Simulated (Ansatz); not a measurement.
Loss of Cl2: SnCl4 → SnCl2 + Cl2

Species: SnCl4 (tin tetrachloride) `[Cl][Sn]([Cl])([Cl])[Cl]`, singlet; SnCl2 `[Cl][Sn][Cl]`, singlet; Cl2 (chlorine), singlet. 

Shapes, held fixed at every level: PBE0-D4/def2-TZVP. Programs: Ansatz 0.2.0. Electronic energies: no zero-point or thermal term.

```json
{"level": "HF/def2-SVP", "kind": "Hartree–Fock", "ΔE (kJ/mol)": "+316.9", "less CCSD(T)/def2-TZVPP": "+20.9", "CPU time (sum over the molecules)": "–"}
{"level": "SPW92/def2-TZVPP", "kind": "LDA", "ΔE (kJ/mol)": "+277.5", "less CCSD(T)/def2-TZVPP": "-18.5", "CPU time (sum over the molecules)": "8.1 s"}
{"level": "PBE0-D4/def2-TZVPP", "kind": "global hybrid", "ΔE (kJ/mol)": "+287.1", "less CCSD(T)/def2-TZVPP": "-8.9", "CPU time (sum over the molecules)": "23 s"}
{"level": "r2SCAN0-D4/def2-TZVPP", "kind": "global hybrid", "ΔE (kJ/mol)": "+305.8", "less CCSD(T)/def2-TZVPP": "+9.8", "CPU time (sum over the molecules)": "38 s"}
{"level": "B2PLYP/def2-TZVPP", "kind": "double hybrid", "ΔE (kJ/mol)": "+270.7", "less CCSD(T)/def2-TZVPP": "-25.3", "CPU time (sum over the molecules)": "37 s"}
{"level": "MP2/def2-SVP", "kind": "perturbation theory", "ΔE (kJ/mol)": "+344.8", "less CCSD(T)/def2-TZVPP": "+48.8", "CPU time (sum over the molecules)": "–"}
{"level": "CCSD(T)/def2-TZVPP", "kind": "coupled cluster or CI", "ΔE (kJ/mol)": "+296.0", "less CCSD(T)/def2-TZVPP": "0.0", "CPU time (sum over the molecules)": "35 s"}
```

The highest level, CCSD(T)/def2-TZVPP, gives ΔE = +296.0 kJ/mol; the levels span +270.7 to +344.8. The column of differences is taken from that level and isn't an error. No measured value is set beside it here. For atoms past krypton def2 sets carry core potentials with scalar relativity. Correlated rows may include outer-core shells of Sn, which these sets cover unevenly. Times are processor times on shared x86 and Arm servers, and rough.

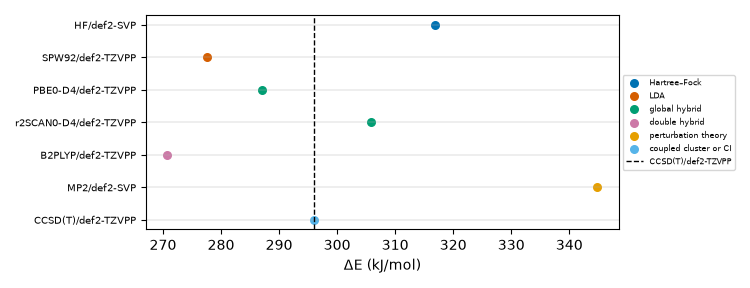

The values of the table, level by level.
